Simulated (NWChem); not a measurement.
# C2H3F3 (1,1,2-trifluoroethane): levels of theory compared

Wanted: a comparison of 6 runs (BHLYP/def2-SVP, CAM-B3LYP/def2-SVP, M06-2X/def2-SVP, M06-L/def2-SVP, PBE0/def2-SVP, r2SCAN/def2-SVP) of C2H3F3 (1,1,2-trifluoroethane). 

The calculation is run with NWChem 7.3.0.

## 1. Starting point

The species is C2H3F3 (8 atoms), meant as a singlet with charge 0. As SMILES, `FCC(F)F`. The shape is that of a PBE0-D4/def2-TZVP optimisation. This is one conformer, not always the lowest.

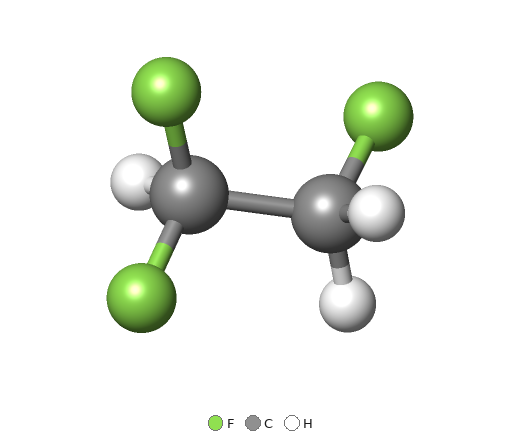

Viewed from a chosen angle; fluorine green, carbon grey, hydrogen white.

## 2. Energy and gradient at BHLYP/def2-SVP (run 1)

test.nw

```
START test
TITLE "C2H3F3 BHLYP"
memory total 2200 mb

GEOMETRY units angstroms noautosym nocenter noautoz
 F    -1.142800   -0.681000    1.163100
 C    -0.188200    0.195100    0.711800
 C     0.172900   -0.152400   -0.711300
 F     0.824200   -1.335800   -0.756500
 F     1.011700    0.803600   -1.182200
 H     0.701700    0.118900    1.342500
 H    -0.588500    1.211500    0.747300
 H    -0.698800   -0.217000   -1.370500
END

BASIS "ao basis" spherical bse
 F library def2-SVP
 C library def2-SVP
 H library def2-SVP
END

DFT
 xc bhlyp
 grid xfine
 convergence energy 1e-08
 maxiter 100
 mulliken
END

TASK dft gradient
```

Launch:

```console
$ nwchem test.nw > test.out
```

The program printed:

```text
[...]
          Wavefunction type:  closed shell.
          No. of atoms     :     8
          No. of electrons :    42
[...]
          Charge           :     0
          Spin multiplicity:     1
[...]
          AO basis - number of functions:    85
[...]
              XC Information
              --------------
                        BHLYP Method XC Functional
                     Hartree-Fock (Exact) Exchange  0.500
                        Slater Exchange Functional  0.500 local
                    Becke 1988 Exchange Functional  0.500 non-local
              Lee-Yang-Parr Correlation Functional  1.000
[...]
 d= 0,ls=0.0,diis     1   -376.9681663030 -5.68D+02  1.29D-02  1.03D+00     3.0
[...]
 d= 0,ls=0.0,diis     8   -377.0837749963 -9.43D-09  3.00D-06  2.83D-07    17.3
         Total DFT energy =     -377.083774996266
      One electron energy =     -902.322880731113
           Coulomb energy =      377.141986848725
    Exchange-Corr. energy =      -43.262680560936
 Nuclear repulsion energy =      191.359799447058
[...]
      Total Density - Mulliken Population Analysis
     ---------------------------------------------
    Atom       Charge   Shell Charges
 -----------   ------   -------------------------------------------------------
    1 F    9     9.31   1.99  1.13  0.81  3.35  2.03  0.01
    2 C    6     5.72   1.99  0.92  0.11  2.03  0.60  0.07
    3 C    6     5.53   1.99  0.94  0.09  1.93  0.46  0.13
    4 F    9     9.27   1.99  1.13  0.79  3.35  1.99  0.01
    5 F    9     9.27   1.99  1.13  0.79  3.35  2.00  0.01
    6 H    1     0.96   0.76  0.18  0.02
    7 H    1     0.96   0.76  0.18  0.02
    8 H    1     0.97   0.77  0.18  0.02
[...]
  wavefunction    = closed shell
                         DFT ENERGY GRADIENTS
    atom               coordinates                        gradient
                 x          y          z           x          y          z
   1 F      -2.159579  -1.286903   2.197940   -0.007353  -0.006234   0.004323
   2 C      -0.355646   0.368686   1.345107    0.006860   0.007477  -0.000386
   3 C       0.326734  -0.287994  -1.344162   -0.010667   0.001898   0.002089
   4 F       1.557512  -2.524296  -1.429578    0.005443  -0.010356  -0.001152
   5 F       1.911836   1.518584  -2.234034    0.007163   0.008033  -0.004632
   6 H       1.326021   0.224688   2.536957   -0.000139  -0.000458   0.000848
   7 H      -1.112104   2.289403   1.412192   -0.000804   0.000069   0.000189
   8 H      -1.320541  -0.410071  -2.589869   -0.000503  -0.000430  -0.001279
[...]
```

Wall time 22 s (1 thread of Intel Xeon 6975P-C (Granite Rapids), shared host); peak memory 0.14 GiB.

## 3. Energy and gradient at CAM-B3LYP/def2-SVP (run 2)

work.nw

```
start work
memory stack 880 mb heap 220 mb global 1100 mb
geometry units au noautosym nocenter noautoz
F     -2.15957902    -1.28690349     2.19794046
C     -0.35564646     0.36868557     1.34510706
C      0.32673365    -0.28799426    -1.34416219
F      1.55751227    -2.52429616    -1.42957781
F      1.91183592     1.51858391    -2.23403422
H      1.32602082     0.22468844     2.53695732
H     -1.11210382     2.28940320     1.41219233
H     -1.32054062    -0.41007057    -2.58986965
end
basis spherical bse
* library def2-SVP
end
dft
xc xcamb88 1.00 lyp 0.81 vwn_5 0.19 hfexch 1.00
cam 0.33 cam_alpha 0.19 cam_beta 0.46
grid xfine
convergence energy 1e-08
direct
iterations 100
mulliken
end
task dft gradient
```

Launch:

```console
$ nwchem work.nw > work.out
```

The program printed:

```text
[...]
          Wavefunction type:  closed shell.
          No. of atoms     :     8
          No. of electrons :    42
[...]
          Charge           :     0
          Spin multiplicity:     1
[...]
          AO basis - number of functions:    85
[...]
              XC Information
              --------------
                     Hartree-Fock (Exact) Exchange  1.000
                   CAM-Becke88 Exchange Functional  1.000
                      VWN V Correlation Functional  0.190 local
              Lee-Yang-Parr Correlation Functional  0.810
[...]
 d= 0,ls=0.0,diis     1   -377.0032431252 -5.68D+02  1.50D-02  1.19D+00     4.5
[...]
 d= 0,ls=0.0,diis     8   -377.1326649753 -8.23D-09  3.86D-06  4.67D-07    32.0
         Total DFT energy =     -377.132664975315
      One electron energy =     -902.307688413489
           Coulomb energy =      377.091218773663
    Exchange-Corr. energy =      -43.275980985452
 Nuclear repulsion energy =      191.359785649963
[...]
      Total Density - Mulliken Population Analysis
     ---------------------------------------------
    Atom       Charge   Shell Charges
 -----------   ------   -------------------------------------------------------
    1 F    9     9.26   1.99  1.13  0.79  3.35  1.99  0.01
    2 C    6     5.75   1.99  0.93  0.09  2.07  0.61  0.07
    3 C    6     5.63   1.99  0.94  0.11  1.96  0.51  0.12
    4 F    9     9.21   1.99  1.13  0.77  3.36  1.95  0.01
    5 F    9     9.22   1.99  1.13  0.78  3.36  1.96  0.01
    6 H    1     0.97   0.75  0.20  0.02
    7 H    1     0.97   0.75  0.20  0.02
    8 H    1     0.98   0.76  0.20  0.02
[...]
  wavefunction    = closed shell
[...]
                         DFT ENERGY GRADIENTS
    atom               coordinates                        gradient
                 x          y          z           x          y          z
   1 F      -2.159579  -1.286903   2.197940   -0.002149  -0.001438   0.001645
   2 C      -0.355646   0.368686   1.345107    0.007206   0.008080   0.001347
   3 C       0.326734  -0.287994  -1.344162   -0.009593   0.000555  -0.000785
   4 F       1.557512  -2.524296  -1.429578    0.001838  -0.002278  -0.001276
   5 F       1.911836   1.518584  -2.234034    0.001983   0.001220  -0.001477
   6 H       1.326021   0.224688   2.536957   -0.005306  -0.000411  -0.002004
   7 H      -1.112104   2.289403   1.412192    0.000793  -0.005658   0.000204
   8 H      -1.320541  -0.410071  -2.589870    0.005229  -0.000070   0.002344
[...]
```

It took 47 s on 1 thread of Intel Xeon 6975P-C (Granite Rapids), shared host; peak memory 0.14 GiB.

## 4. Energy and forces at M06-2X/def2-SVP (run 3)

work.xyz

```xyz
8

F     -1.142800    -0.681000     1.163100
C     -0.188200     0.195100     0.711800
C      0.172900    -0.152400    -0.711300
F      0.824200    -1.335800    -0.756500
F      1.011700     0.803600    -1.182200
H      0.701700     0.118900     1.342500
H     -0.588500     1.211500     0.747300
H     -0.698800    -0.217000    -1.370500
```

run.py

```python
from ase.io import read
from ase.calculators.nwchem import NWChem

atoms = read('work.xyz')

calc = NWChem(
    label='work',
    theory='dft',
    memory='2200 mb',
    basis='def2-SVP',
    basispar='spherical bse',
    dft={'xc': 'm06-2x', 'mult': '1', 'grid': 'xfine', 'convergence': 'energy 1e-08', 'iterations': '100', 'mulliken': None},
)
atoms.calc = calc

forces = atoms.get_forces()
e = atoms.get_potential_energy()
print(f"E = {e:.6f} eV")
print("forces (eV/A):")
for s, f in zip(atoms.symbols, forces):
    print(f"{s:2s} {f[0]:10.5f} {f[1]:10.5f} {f[2]:10.5f}")
print("dipole (e A):", atoms.get_dipole_moment().round(4))
```

Launch:

```console
$ export ASE_NWCHEM_COMMAND="nwchem PREFIX.nwi > PREFIX.nwo"
$ python run.py
```

The program printed:

```text
E = -10261.538791 eV
forces (eV/A):
F     0.20142    0.13102   -0.15668
C    -0.38438   -0.37584    0.05888
C     0.47401   -0.05944   -0.09462
F    -0.12681    0.21829    0.08582
F    -0.15720   -0.15925    0.13226
H     0.23217    0.00756    0.07698
H    -0.03070    0.23335   -0.01887
H    -0.20862    0.00437   -0.08382
dipole (e A): [-0.128   0.2919  0.0435]
```

The calculator wrote work.nwi:

```
title "work"

permanent_dir work

scratch_dir work

start work

geometry units angstrom nocenter noautosym noautoz
  F  -1.1428000000000000e+00 -6.8100000000000005e-01 1.1631000000000000e+00
  C  -1.8820000000000001e-01 1.9510000000000000e-01 7.1179999999999999e-01
  C  1.7290000000000000e-01 -1.5240000000000001e-01 -7.1130000000000004e-01
  F  8.2420000000000004e-01 -1.3358000000000001e+00 -7.5649999999999995e-01
  F  1.0117000000000000e+00 8.0359999999999998e-01 -1.1821999999999999e+00
  H  7.0169999999999999e-01 1.1890000000000001e-01 1.3425000000000000e+00
  H  -5.8850000000000002e-01 1.2115000000000000e+00 7.4729999999999996e-01
  H  -6.9879999999999998e-01 -2.1700000000000000e-01 -1.3705000000000001e+00
end

memory 2200 mb

basis spherical bse noprint
   * library def2-SVP
end

dft
  xc m06-2x
  mult 1
  grid xfine
  convergence energy 1e-08
  iterations 100
  mulliken
end

task dft gradient
```

work.nwo (excerpt; [...] marks lines left out):

```text
[...]
         Total DFT energy =     -377.104598113827
[...]
  wavefunction    = closed shell
                         DFT ENERGY GRADIENTS
    atom               coordinates                        gradient
                 x          y          z           x          y          z
   1 F      -2.159579  -1.286903   2.197940   -0.003917  -0.002548   0.003047
   2 C      -0.355646   0.368686   1.345107    0.007475   0.007309  -0.001145
   3 C       0.326734  -0.287994  -1.344162   -0.009218   0.001156   0.001840
[... 4 lines of this table left out ...]
   8 H      -1.320541  -0.410071  -2.589869    0.004057  -0.000085   0.001630
[...]
```

Wall time 41 s (1 thread of Intel Xeon 6975P-C (Granite Rapids), shared host); peak memory 0.14 GiB.

Runs 4 to 5 aren't shown in full; the table further down has their settings and results.

## 5. Energy and forces at r2SCAN/def2-SVP (run 6)

test.nw

```
start test
title "C2H3F3 gradient"
memory total 2200 mb
charge 0
geometry noautosym nocenter noautoz
 F     -1.142800    -0.681000     1.163100
 C     -0.188200     0.195100     0.711800
 C      0.172900    -0.152400    -0.711300
 F      0.824200    -1.335800    -0.756500
 F      1.011700     0.803600    -1.182200
 H      0.701700     0.118900     1.342500
 H     -0.588500     1.211500     0.747300
 H     -0.698800    -0.217000    -1.370500
end
basis "ao basis" spherical bse
 * library def2-SVP
end
dft
 xc r2scan
 mult 1
 grid xfine
 convergence energy 1e-08
 maxiter 100
 mulliken
end
task dft gradient
```

Launch:

```console
$ nwchem test.nw > test.out
```

The program printed:

```text
[...]
          Wavefunction type:  closed shell.
          No. of atoms     :     8
          No. of electrons :    42
[...]
          Charge           :     0
          Spin multiplicity:     1
[...]
          AO basis - number of functions:    85
[...]
              XC Information
              --------------
                      r^2SCAN Method XC Functional
               r^2SCAN metaGGA Exchange Functional  1.000
                     r^2SCAN Correlation Potential  1.000
[...]
 d= 0,ls=0.0,diis     1   -376.9393888168 -5.68D+02  1.90D-02  1.18D+00     2.9
[...]
 d= 0,ls=0.0,diis     8   -377.0677734301  3.93D-09  3.34D-06  2.26D-07    23.0
         Total DFT energy =     -377.067773430135
      One electron energy =     -902.285066639953
           Coulomb energy =      377.067085078859
    Exchange-Corr. energy =      -43.209591316098
 Nuclear repulsion energy =      191.359799447058
[...]
      Total Density - Mulliken Population Analysis
     ---------------------------------------------
    Atom       Charge   Shell Charges
 -----------   ------   -------------------------------------------------------
    1 F    9     9.27   1.99  1.14  0.80  3.34  2.00  0.01
    2 C    6     5.77   1.99  0.94  0.11  2.04  0.63  0.07
    3 C    6     5.61   1.99  0.96  0.10  1.94  0.50  0.12
    4 F    9     9.23   1.99  1.14  0.78  3.34  1.96  0.01
    5 F    9     9.23   1.99  1.14  0.78  3.34  1.97  0.01
    6 H    1     0.95   0.75  0.18  0.02
    7 H    1     0.96   0.76  0.17  0.02
    8 H    1     0.97   0.77  0.18  0.02
[...]
  wavefunction    = closed shell
                         DFT ENERGY GRADIENTS
    atom               coordinates                        gradient
                 x          y          z           x          y          z
   1 F      -2.159579  -1.286903   2.197940    0.001410   0.002337   0.000055
   2 C      -0.355646   0.368686   1.345107    0.004555   0.005065   0.001930
   3 C       0.326734  -0.287994  -1.344162   -0.004195  -0.000306  -0.002226
   4 F       1.557512  -2.524296  -1.429578   -0.000944   0.003590  -0.001311
   5 F       1.911836   1.518584  -2.234034   -0.002161  -0.003536   0.000585
   6 H       1.326021   0.224688   2.536957   -0.006403  -0.000467  -0.002626
   7 H      -1.112104   2.289403   1.412192    0.001149  -0.006829   0.000187
   8 H      -1.320541  -0.410071  -2.589869    0.006589   0.000146   0.003408
[...]
```

Run time: 32 s. Hardware: 1 thread of Intel Xeon 6975P-C (Granite Rapids), shared host; peak memory 0.14 GiB.

## 6. Overview of the runs

```csv
run,level,energy (Eh),dipole moment (D),HOMO energy (eV),LUMO energy (eV),wall time
1,BHLYP/def2-SVP,-377.083775,1.60,-11.38,2.89,22 s
2,CAM-B3LYP/def2-SVP,-377.132665,1.48,-11.01,3.09,47 s
3,M06-2X/def2-SVP,-377.104598,1.54,-11.25,2.99,41 s
4,M06-L/def2-SVP,-377.192049,1.44,-8.18,1.34,50 s
5,PBE0/def2-SVP,-376.869141,1.47,-9.54,2.05,24 s
6,r2SCAN/def2-SVP,-377.067773,1.43,-8.13,1.28,32 s
```

## 7. Outcome

| quantity | value |
| --- | --- |
| run 6: total energy | -377.06777 Eh |
| run 6: dipole moment | 1.43 D |
| run 6: HOMO energy | -8.13 eV |
| run 6: LUMO energy | 1.28 eV |
| run 6: HOMO–LUMO gap | 9.41 eV |
| run 6: largest force on an atom | 0.382 eV/Å |

In words: The dipole moment (its size) runs from 1.43 D (r2SCAN/def2-SVP) to 1.60 D (BHLYP/def2-SVP). The HOMO–LUMO gap runs from 9.41 eV (r2SCAN/def2-SVP) to 14.27 eV (BHLYP/def2-SVP). Totals of different functionals can't be ranked against each other. All runs together took 3.6 min, the longest 50 s.
